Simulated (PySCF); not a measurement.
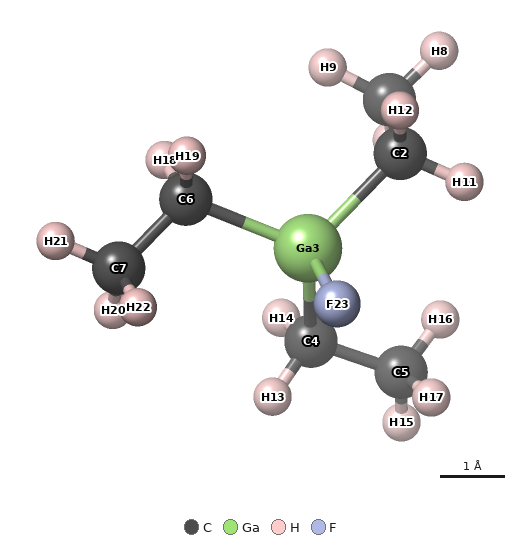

Figure 1. The starting structure (ball-and-stick view, seen at a tilt; atoms are numbered from 1 in the order of the input). Sticks mark near contacts.

C₆H₁₅FGa (charge −1): geometry relaxation

C₆H₁₅FGa, charge −1, computed with PBE0-D3(BJ)/ma-def2-SVP geometry optimisation, gas phase (PySCF 2.14.0).

**The program's output**
```
step   0  E = -2261.35162557  max force = 0.017305
step   1  E = -2261.35550223  max force = 0.008117
step   2  E = -2261.35630751  max force = 0.003576
step   3  E = -2261.35676348  max force = 0.002363
step   4  E = -2261.35681833  max force = 0.001580
step   5  E = -2261.35685625  max force = 0.000372
step   6  E = -2261.35686467  max force = 0.000536
step   7  E = -2261.35687519  max force = 0.000784
step   8  E = -2261.35687848  max force = 0.000604
step   9  E = -2261.35688113  max force = 0.000207
optimisation converged
```

**Trajectory as extended XYZ (Å, eV, eV/Å), 5 of the 10 frames kept, from step=0 to step=9**
```
23
Properties=species:S:1:pos:R:3:forces:R:3 step=0 energy=-61534.51201
C    -1.3443    2.2805    0.5277    0.2202  -0.1690  -0.6448
C    -0.8155    1.8151   -0.8302    0.1623  -0.4333   0.3482
Ga    0.3252    0.0712   -0.7398   -0.1297   0.2935   0.8899
C    -0.7448   -1.6048   -0.1004    0.0138   0.5066  -0.2904
C    -2.1157   -1.7360   -0.7652    0.6009   0.0348   0.2976
C     2.1278    0.3279    0.2849   -0.3821  -0.3188  -0.2972
C     3.0130   -0.9192    0.2776   -0.3804   0.5623   0.0077
H    -1.9484    3.1933    0.4476   -0.2166   0.2894   0.1323
H    -0.5169    2.4828    1.2089    0.2543   0.1081   0.3804
H    -1.9631    1.5053    0.9815   -0.2783  -0.2437   0.3012
H    -1.6707    1.6760   -1.5079   -0.0987  -0.1641  -0.2035
H    -0.2279    2.6332   -1.2725    0.2462   0.0148  -0.1540
H    -0.1705   -2.5187   -0.3106    0.2816  -0.0744  -0.0579
H    -0.8840   -1.5932    0.9908    0.0851   0.1049   0.2687
H    -2.6529   -2.6369   -0.4413   -0.2773  -0.2494   0.0223
H    -2.7369   -0.8696   -0.5326   -0.3380   0.2958   0.0135
H    -2.0005   -1.7783   -1.8485   -0.0914  -0.0187  -0.4457
H     1.9525    0.6239    1.3296   -0.1941   0.1219   0.2124
H     2.6943    1.1587   -0.1614   -0.0345   0.2262  -0.1724
H     2.5060   -1.7473    0.7754   -0.0987  -0.4024   0.1636
H     3.9725   -0.7524    0.7841    0.3438  -0.0845   0.1391
H     3.2159   -1.2246   -0.7490    0.1509  -0.2312  -0.3649
F     0.7897   -0.2796   -2.4795    0.1605  -0.1685  -0.5462
23
Properties=species:S:1:pos:R:3:forces:R:3 step=2 energy=-61534.63941
C    -1.0242    2.3550    0.6224    0.0187  -0.0178   0.0019
C    -0.5132    1.9005   -0.7431   -0.1063   0.0379  -0.0621
Ga    0.3376    0.0599   -0.7277    0.0384  -0.0511  -0.1839
C    -0.9728   -1.3849   -0.1744    0.0705  -0.1572   0.0936
C    -2.3201   -1.4061   -0.8869    0.0143   0.0558  -0.0295
C     2.0772    0.0064    0.3091    0.0798   0.1551   0.0582
C     2.8740   -1.2925    0.2663   -0.0477  -0.0275  -0.0305
H    -1.5990    3.3031    0.5973    0.0117   0.0119   0.0050
H    -0.1944    2.5086    1.3354    0.0018  -0.0172   0.0003
H    -1.6863    1.5980    1.0804   -0.0079   0.0072  -0.0085
H    -1.3552    1.8616   -1.4609    0.0069  -0.0060   0.0112
H     0.1872    2.6499   -1.1569    0.0350  -0.0330   0.0185
H    -0.4532   -2.3498   -0.3337   -0.0158   0.0105  -0.0094
H    -1.1241   -1.3205    0.9220   -0.0139   0.0235  -0.0123
H    -2.9672   -2.2590   -0.5969   -0.0094   0.0073   0.0038
H    -2.8993   -0.4869   -0.6868    0.0079   0.0095  -0.0113
H    -2.1902   -1.4595   -1.9815    0.0034   0.0036   0.0002
H     1.8671    0.2871    1.3608   -0.0104  -0.0206  -0.0080
H     2.6956    0.8346   -0.0894    0.0026  -0.0222  -0.0059
H     2.3190   -2.1244    0.7352   -0.0102  -0.0030  -0.0120
H     3.8540   -1.2330    0.7824   -0.0032  -0.0095   0.0074
H     3.0748   -1.5995   -0.7743   -0.0039  -0.0014  -0.0009
F     0.8026   -0.3394   -2.5160   -0.0624   0.0442   0.1745
23
Properties=species:S:1:pos:R:3:forces:R:3 step=4 energy=-61534.65331
C    -1.0369    2.3432    0.6140    0.0057   0.0025  -0.0097
C    -0.5392    1.8854   -0.7547   -0.0154  -0.0401   0.0172
Ga    0.3422    0.0559   -0.7149   -0.0012   0.0349   0.0813
C    -0.9472   -1.4039   -0.1373    0.0226   0.0137   0.0096
C    -2.2771   -1.3822   -0.8837    0.0009   0.0150  -0.0111
C     2.0932    0.0359    0.3130   -0.0210   0.0163  -0.0135
C     2.8382   -1.2936    0.2508   -0.0153  -0.0126  -0.0041
H    -1.5846    3.3077    0.6006    0.0079   0.0100  -0.0006
H    -0.2012    2.4655    1.3260    0.0009  -0.0088   0.0062
H    -1.7187    1.6009    1.0666   -0.0121   0.0015  -0.0053
H    -1.3802    1.8462   -1.4718   -0.0025   0.0030  -0.0016
H     0.1756    2.6206   -1.1678    0.0003   0.0088  -0.0037
H    -0.4431   -2.3768   -0.2880   -0.0029  -0.0044  -0.0041
H    -1.1186   -1.3217    0.9539   -0.0102  -0.0039   0.0016
H    -2.9676   -2.2055   -0.6083   -0.0045  -0.0055   0.0077
H    -2.8224   -0.4381   -0.7062   -0.0009   0.0003  -0.0011
H    -2.1187   -1.4450   -1.9740    0.0004  -0.0088   0.0000
H     1.8925    0.3125    1.3665    0.0061  -0.0004   0.0041
H     2.7273    0.8464   -0.0936    0.0103  -0.0051  -0.0051
H     2.2468   -2.1065    0.7082   -0.0007  -0.0008  -0.0014
H     3.8217   -1.2877    0.7636    0.0056   0.0009   0.0082
H     3.0188   -1.5954   -0.7950    0.0079   0.0036  -0.0012
F     0.7887   -0.3547   -2.4851    0.0182  -0.0198  -0.0732
23
Properties=species:S:1:pos:R:3:forces:R:3 step=7 energy=-61534.65486
C    -1.0590    2.3431    0.6022   -0.0079  -0.0026   0.0001
C    -0.5405    1.8852   -0.7584    0.0181   0.0258  -0.0010
Ga    0.3498    0.0628   -0.7089    0.0001  -0.0183  -0.0403
C    -0.9376   -1.3919   -0.1171   -0.0146  -0.0051  -0.0030
C    -2.2613   -1.3801   -0.8763    0.0037  -0.0089   0.0066
C     2.1075    0.0406    0.3023    0.0083  -0.0176   0.0115
C     2.8257   -1.3051    0.2510    0.0043   0.0105   0.0048
H    -1.5557    3.3349    0.5891    0.0022  -0.0004   0.0005
H    -0.2440    2.4090    1.3453   -0.0008  -0.0012  -0.0003
H    -1.7936    1.6286    1.0153    0.0008   0.0018  -0.0011
H    -1.3699    1.8549   -1.4894    0.0023  -0.0127  -0.0023
H     0.1828    2.6210   -1.1573   -0.0045   0.0002   0.0030
H    -0.4377   -2.3698   -0.2483    0.0059   0.0037   0.0030
H    -1.1221   -1.2931    0.9709    0.0033   0.0028  -0.0002
H    -2.9625   -2.1868   -0.5779    0.0001   0.0029  -0.0014
H    -2.7985   -0.4252   -0.7361    0.0011   0.0012  -0.0020
H    -2.0934   -1.4835   -1.9620   -0.0010   0.0019  -0.0005
H     1.9214    0.3313    1.3550    0.0016   0.0057  -0.0025
H     2.7575    0.8316   -0.1175   -0.0075   0.0018  -0.0057
H     2.2127   -2.1056    0.7016   -0.0009  -0.0006  -0.0010
H     3.8028   -1.3173    0.7767   -0.0024  -0.0018  -0.0008
H     3.0143   -1.6104   -0.7923   -0.0009  -0.0018   0.0010
F     0.7911   -0.3650   -2.4852   -0.0115   0.0126   0.0313
23
Properties=species:S:1:pos:R:3:forces:R:3 step=9 energy=-61534.65502
C    -1.0683    2.3441    0.5929   -0.0005  -0.0025  -0.0044
C    -0.5308    1.8909   -0.7620   -0.0027   0.0056   0.0037
Ga    0.3517    0.0642   -0.7099    0.0007  -0.0074  -0.0078
C    -0.9386   -1.3853   -0.1117    0.0014  -0.0062   0.0101
C    -2.2611   -1.3833   -0.8724    0.0034   0.0040  -0.0025
C     2.1121    0.0377    0.2977    0.0012   0.0045   0.0107
C     2.8247   -1.3110    0.2593   -0.0049   0.0017  -0.0004
H    -1.5479    3.3442    0.5805   -0.0026   0.0005  -0.0006
H    -0.2678    2.3885    1.3533    0.0010   0.0028  -0.0006
H    -1.8228    1.6377    0.9834    0.0012  -0.0015   0.0012
H    -1.3507    1.8606   -1.5036    0.0018  -0.0001  -0.0028
H     0.1966    2.6283   -1.1499    0.0050  -0.0025   0.0040
H    -0.4357   -2.3631   -0.2324   -0.0001   0.0004  -0.0005
H    -1.1239   -1.2769    0.9752   -0.0013   0.0044  -0.0013
H    -2.9640   -2.1840   -0.5632   -0.0014  -0.0020  -0.0002
H    -2.7967   -0.4252   -0.7477   -0.0008  -0.0006   0.0009
H    -2.0918   -1.5025   -1.9563   -0.0003   0.0004  -0.0004
H     1.9320    0.3427    1.3473   -0.0016   0.0002  -0.0011
H     2.7628    0.8215   -0.1343    0.0000  -0.0014  -0.0044
H     2.2069   -2.1056    0.7138    0.0003  -0.0001   0.0022
H     3.7999   -1.3234    0.7879    0.0029  -0.0009   0.0002
H     3.0149   -1.6253   -0.7810    0.0001  -0.0015  -0.0001
F     0.7883   -0.3656   -2.4840   -0.0028   0.0022  -0.0057
```

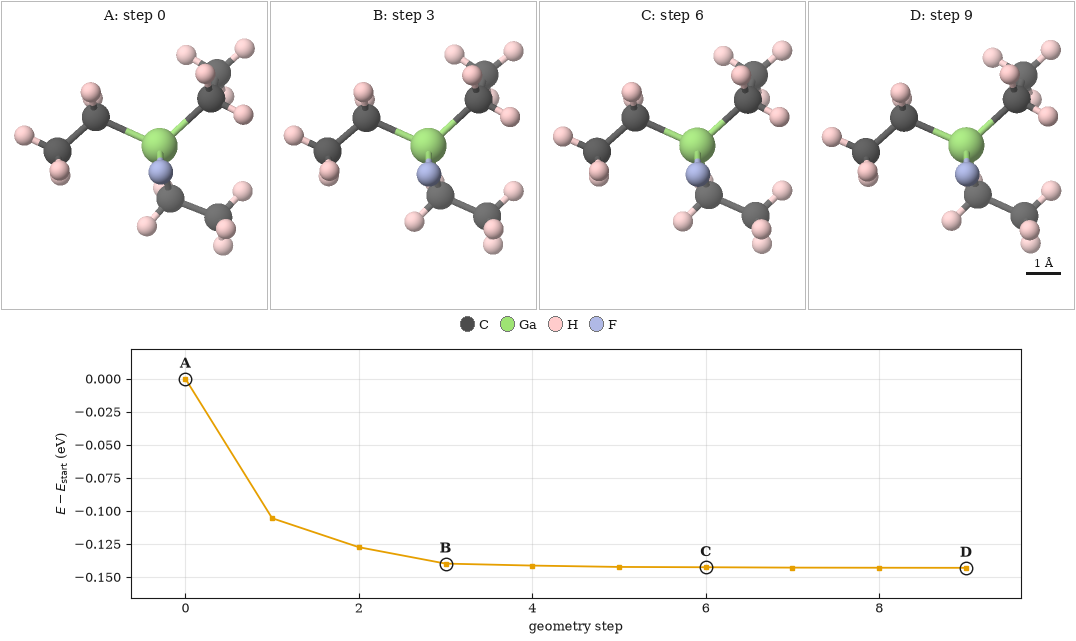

Figure 2. Frames of the relaxation (ball-and-stick view, seen at a tilt) above the curves, on which the letters mark them (steps are counted from 0).

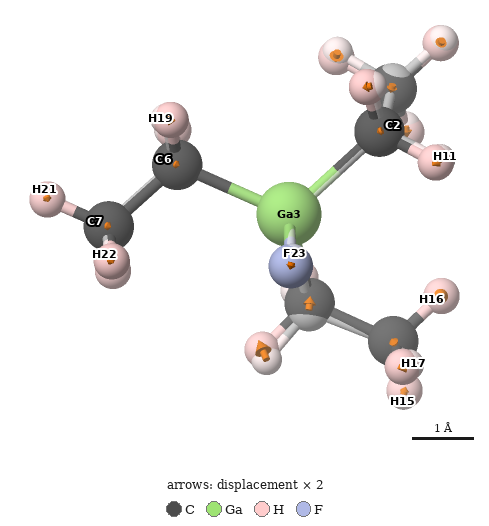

Figure 3. Start (faint) and end (solid) with the displacements as orange arrows, magnified 2 times (ball-and-stick view, seen at a tilt). The two geometries are laid on each other by the best rigid fit. The largest move after the best rigid fit is that of H14, 0.22 Å. Largest moves by element: H 0.22 Å, C 0.12 Å, F 0.06 Å, Ga 0.03 Å. Among the contacts that change: C2–Ga3 2.086 → 2.029 Å, Ga3–F23 1.834 → 1.877 Å, C1–H10 1.091 → 1.105 Å, C1–H8 1.098 → 1.109 Å. Among the angles that change: Ga3–C4–H14 111.1° → 109.0°. The energy falls by 0.143 eV in 9 geometry steps. The largest force component goes from 0.89 to 0.011 eV/Å. (Atoms are counted from 1 in the order of the input.)

The run was set up as follows.

**Input**
```
{"job": {"xc": "PBE0", "basis": "ma-def2-SVP", "d3": "d3bj", "grid": 1, "kind": "geom"}, "charge": -1, "multiplicity": 1}
C     -1.344351     2.280481     0.527704
C     -0.815554     1.815133    -0.830146
Ga     0.325217     0.071167    -0.739788
C     -0.744837    -1.604768    -0.100453
C     -2.115709    -1.735972    -0.765159
C      2.127778     0.327874     0.284869
C      3.012990    -0.919203     0.277642
H     -1.948364     3.193315     0.447608
H     -0.516905     2.482781     1.208867
H     -1.963108     1.505331     0.981482
H     -1.670699     1.675973    -1.507881
H     -0.227923     2.633241    -1.272489
H     -0.170476    -2.518713    -0.310582
H     -0.883993    -1.593223     0.990750
H     -2.652909    -2.636920    -0.441334
H     -2.736885    -0.869641    -0.532589
H     -2.000529    -1.778322    -1.848518
H      1.952503     0.623883     1.329641
H      2.694304     1.158683    -0.161379
H      2.505994    -1.747296     0.775405
H      3.972481    -0.752438     0.784077
H      3.215938    -1.224609    -0.748982
F      0.789668    -0.279578    -2.479476
```

The first line tells a small driver script what to run in PySCF; the rest is the geometry in Å.

Launched with:
```bash
OMP_NUM_THREADS=1 python <driver script> task.json out
```

**Results in brief**

- outcome: converged
- total energy: −2261.356881 hartree
- point group: C1
- hardware: 1 CPU thread, shared host
- wall time: 5.4 min
- peak memory: 1.2 GiB
